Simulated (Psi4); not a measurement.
**[NH2]− (SMILES [NH2-]) at BLYP/aug-cc-pVTZ**

Aim: the energy change on altering one bond length of [NH2]− at BLYP/aug-cc-pVTZ, from 2 runs. 

The calculation is run with Psi4 1.11.

5 further runs of the same task are left out: 2 that didn't finish, 3 set aside as unsound or not needed.

## 1. The system as given

[NH2]− has 3 atoms, charge -1, and is taken as a singlet. SMILES: `[NH2-]`. The coordinates come from a PBE0-D4/def2-TZVPD relaxation.

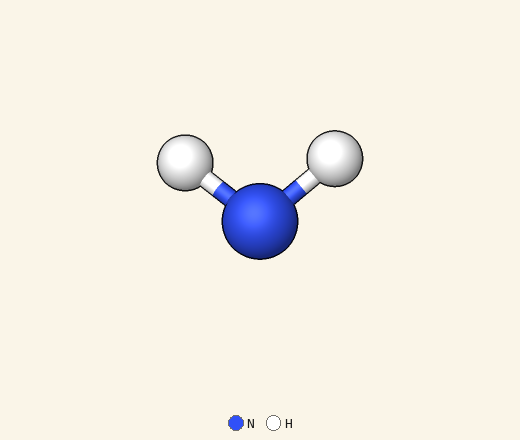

The structure, seen from a chosen angle (nitrogen blue, hydrogen white).

## 2. Energy and forces at BLYP/aug-cc-pVTZ

File calc.in:

```
memory 1600 MB

molecule geom {
  -1 1
  N      0.342200    -0.203000     0.168700
  H      0.125500     0.801200     0.156000
  H     -0.467700    -0.598200    -0.324700
  units angstrom
  symmetry c1
}

set {
  puream               true
  e_convergence        1e-09
  d_convergence        1e-08
  scf_type             pk
  dft_radial_points    99
  dft_spherical_points 590
}

e = gradient('blyp/aug-cc-pVTZ')
```

Launch:

```
$ psi4 -i calc.in -o calc.out -n 1
```

calc.out:

```text
[...]
  Running in c1 symmetry.
[...]
  Nuclear repulsion =    7.542852415995356
[...]
  Multiplicity = 1
[...]
  Nalpha       = 5
  Nbeta        = 5
[...]
    Number of basis functions: 92
[...]
   @RKS iter   1:   -55.27692834321772    1.88147e-01   1.28816e-02 DIIS/ADIIS
[...]
   @RKS iter  11:   -55.91497423431041   -9.37916e-13   2.13425e-10 DIIS
[...]
    Orbital Energies [Eh]
    ---------------------
    Doubly Occupied:
       1A    -13.691541     2A     -0.428415     3A     -0.105077
       4A      0.029817     5A      0.096625
[...]
  @RKS Final Energy:   -55.91497423431041
   => Energetics <=
    Nuclear Repulsion Energy =              7.5428524159953563
    One-Electron Energy =                 -93.1333387925814549
    Two-Electron Energy =                  37.4345464465427256
    DFT Exchange-Correlation Energy =      -7.7590343042670389
    Empirical Dispersion Energy =           0.0000000000000000
    VV10 Nonlocal Energy =                  0.0000000000000000
    Total Energy =                        -55.9149742343104137
[...]
 Multipole Moments:
 ------------------------------------------------------------------------------------
     Multipole            Electronic (a.u.)      Nuclear  (a.u.)        Total (a.u.)
 ------------------------------------------------------------------------------------
 L = 1.  Multiply by 2.5417464519 to convert [e a0] to [Debye]
 Dipole X            :          0.4823186           -0.9370214           -0.4547028
 Dipole Y            :         -0.2580703            0.5013879            0.2433176
 Dipole Z            :          0.0000000           -0.0000000            0.0000000
 Magnitude           :                                                    0.5157113
[...]
  -Total Gradient:
     Atom            X                  Y                   Z
    ------   -----------------  -----------------  -----------------
       1       -0.005877952057     0.003153892794     0.000000000000
       2       -0.000027640046    -0.007127984663    -0.000000000000
       3        0.005905958663     0.003973895950    -0.000000000000
[...]
```

Run time: 31 s. Hardware: 1 thread of Intel Xeon at 2.50GHz (Skylake/Cascade Lake), shared host; peak memory 0.82 GiB.

## 3. The distorted shape

File calc.py:

```python
import psi4

psi4.set_memory('1600 MB')
psi4.set_num_threads(1)
psi4.set_output_file('output.dat', False)

mol = psi4.geometry("""
-1 1
N
H 1 1.1815
H 1 1.027407 2 101.75744
units angstrom
symmetry c1
""")

options = {'basis': 'aug-cc-pVTZ', 'puream': True, 'e_convergence': 1e-09, 'd_convergence': 1e-08, 'scf_type': 'pk', 'dft_radial_points': 99, 'dft_spherical_points': 590}
psi4.set_options(options)

E = psi4.gradient('blyp', molecule=mol)
print('gradient / Eh bohr^-1')
print(E.np.round(6))
```

Launch:

```
$ python calc.py
```

output.dat:

```text
[...]
  Running in c1 symmetry.
[...]
  Nuclear repulsion =    7.048924961376951
[...]
  Multiplicity = 1
[...]
  Nalpha       = 5
  Nbeta        = 5
[...]
    Number of basis functions: 92
[...]
   @RKS iter   1:   -55.27218163551042    1.62029e-01   1.27012e-02 ADIIS/DIIS
[...]
   @RKS iter  11:   -55.90496644228438   -1.69820e-12   5.47777e-09 DIIS
[...]
    Orbital Energies [Eh]
    ---------------------
    Doubly Occupied:
       1A    -13.709347     2A     -0.412171     3A     -0.092202
       4A      0.024458     5A      0.095076
[...]
  @RKS Final Energy:   -55.90496644228438
   => Energetics <=
    Nuclear Repulsion Energy =              7.0489249613769509
    One-Electron Energy =                 -92.1712907763137963
    Two-Electron Energy =                  36.9224378429569740
    DFT Exchange-Correlation Energy =      -7.7050384703045172
    Empirical Dispersion Energy =           0.0000000000000000
    VV10 Nonlocal Energy =                  0.0000000000000000
    Total Energy =                        -55.9049664422843833
[...]
 Multipole Moments:
 ------------------------------------------------------------------------------------
     Multipole            Electronic (a.u.)      Nuclear  (a.u.)        Total (a.u.)
 ------------------------------------------------------------------------------------
 L = 1.  Multiply by 2.5417464519 to convert [e a0] to [Debye]
 Dipole X            :          0.4510864           -0.8244856           -0.3733992
 Dipole Y            :          0.6167301           -0.7968583           -0.1801282
 Dipole Z            :          0.0000000            0.0000000            0.0000000
 Magnitude           :                                                    0.4145759
[...]
  -Total Gradient:
     Atom            X                  Y                   Z
    ------   -----------------  -----------------  -----------------
       1       -0.011672840082     0.061149415570     0.000000000000
       2        0.003012335007    -0.062885387774    -0.000000000000
       3        0.008660760938     0.001735672737    -0.000000000000
[...]
```

On the terminal:

```text
gradient / Eh bohr^-1
[[-0.011673  0.061149  0.      ]
 [ 0.003012 -0.062885 -0.      ]
 [ 0.008661  0.001736 -0.      ]]
```

Run time: 30 s. Hardware: 1 thread of Intel Xeon at 2.50GHz (Skylake/Cascade Lake), shared host; peak memory 0.82 GiB.

## 4. Outcome

Level: BLYP/aug-cc-pVTZ.

```
                                                              quantity         value
                                             first shape: total energy  -55.91497 Eh
                                              first shape: HOMO energy       2.63 eV
                                              first shape: LUMO energy       3.33 eV
    first shape: HOMO–LUMO gap (to an unbound level, set by the basis)       0.70 eV
                                 first shape: largest force on an atom    0.367 eV/Å
                                         distorted shape: total energy  -55.90497 Eh
                                          distorted shape: HOMO energy       2.59 eV
                                          distorted shape: LUMO energy       3.31 eV
distorted shape: HOMO–LUMO gap (to an unbound level, set by the basis)       0.72 eV
                             distorted shape: largest force on an atom    3.237 eV/Å
     energy change with the N1–H2 bond stretched from 1.027 to 1.181 Å      0.272 eV
```

What this shows: With the N1–H2 bond stretched from 1.027 to 1.181 Å the energy rises by 0.27 eV (26.3 kJ/mol). The first shape isn't relaxed at this level, so the change isn't measured from a minimum. The largest force (first shape) is 0.37 eV/Å: the shape isn't a stationary point for this species at this level. The HOMO (first shape) lies at positive energy, 2.63 eV, as semi-local functionals often give for anions; only total energies tell whether the electron is bound. The HOMO (distorted shape) lies at positive energy, 2.59 eV, as semi-local functionals often give for anions; only total energies tell whether the electron is bound.
